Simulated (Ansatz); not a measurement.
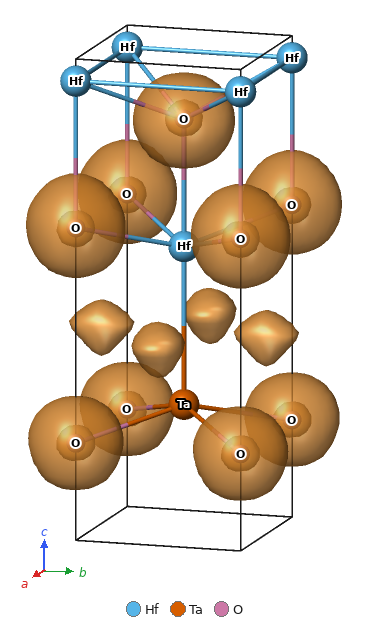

*Hf2TaO3. Isosurface of the ELF at 0.65 (orange), seen slightly off an axis. Core shells and regions of very low density are left out. Sticks mark near contacts.*

Space group P4mm; a structure generated by program, which may or may not match a known phase; computed without spin polarisation.

The calculation used DFT PBE, scalar-relativistic, plane waves, PAW (Ansatz 0.2.0).

Describe the localisation domains.

The ELF exceeds this value in three regions wrapped around O (the valence shell of each) and two pockets between the atoms, centred on no nucleus (multi-centre or interstitial), counted in one cell of 6 atoms. Any copies at cell faces, edges or corners count once. Along the contacts the grid gives the following. Hf–O (2.12 Å): the ELF peaks at about 0.85 in the valence shell of O, 0.6 Å from its nucleus, and drops to about 0.15 between the two atoms (no localised pair shows between them). Ta–O (2.18 Å): the ELF peaks at about 0.80 in the valence shell of O, 0.6 Å from its nucleus, and drops to about 0.10 between the two atoms: no localised pair shows between them.
